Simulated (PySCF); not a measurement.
C5H7FNS (doublet)

Input

```
{"job": {"kind": "epr", "basis": "pcH-1"}, "charge": 0, "multiplicity": 2}
C     -2.704948     0.554545    -0.276756
N     -1.621471     0.028267     0.056793
C     -0.529690     0.836764     0.514014
C      0.688883     0.529221    -0.344021
C      1.167438    -0.927593    -0.305021
C      2.565604    -0.537182     0.050499
F      3.348509    -1.298037     0.838134
S      2.263462     1.154873     0.393313
H     -3.504551    -0.088320    -0.613054
H     -2.907204     1.631101    -0.245406
H     -0.746874     1.917703     0.491993
H     -0.317724     0.542898     1.547345
H      0.566957     0.926991    -1.351355
H      0.654841    -1.505654     0.469187
H      1.072355    -1.469830    -1.247576
```

Command:

```sh
OMP_NUM_THREADS=1 python probes_run.py task.json out
```

Geometry: GFN2-xTB.

Theory: UKS B3LYP, pcH-1 on C F H N S, non-relativistic, mean-field spin-orbit, GIAO (PySCF).

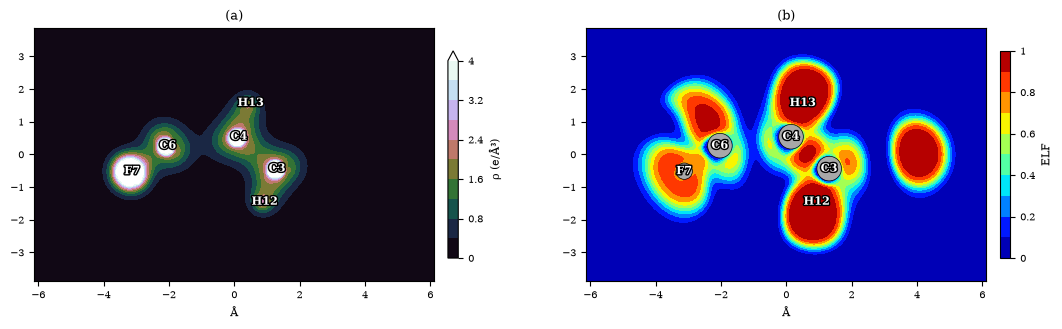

Figure 1. (a) total electron density; (b) electron localisation function on the plane of atoms C3, C4 and H13. Grey discs cover the atomic cores in the ELF map.

**Interpret the plot.**

- The plane passes through C, F and H nuclei.
- C–F (1.35 Å): ρ at the midpoint is about 1.8 e/Å³; the ELF peaks at about 0.80 between the atoms: a polar covalent bond.
- C–C (1.52 Å): the density is about 1.6 e/Å³ at the midpoint; the ELF peaks at about 0.95 between the atoms; a covalent bond.
- C–H (1.10 Å): ρ is about 1.9 e/Å³ halfway; the ELF climbs to about 1 towards the hydrogen, as it does in any bond to H: an ordinary covalent bond to hydrogen.
- The ELF also peaks beside F7, away from the bonds: non-bonding electrons, paired or unpaired.

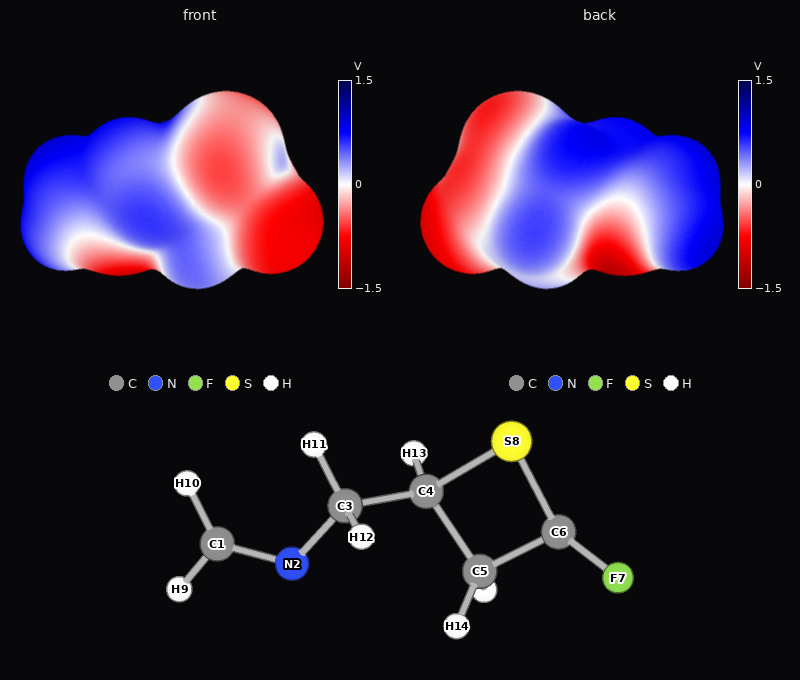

Figure 2. The molecular electrostatic potential painted on the density surface at 0.001 e/bohr³, seen from the front and from behind; the colour scale runs from red (negative) to blue (positive). The bare structure is drawn below in the same view.

**Where is the surface potential most negative and most positive?**

The most negative region (about −1.1 V) lies over N2, the most positive (about +0.9 V) over H9 and H10. N2 is the likeliest acceptor of a hydrogen bond.
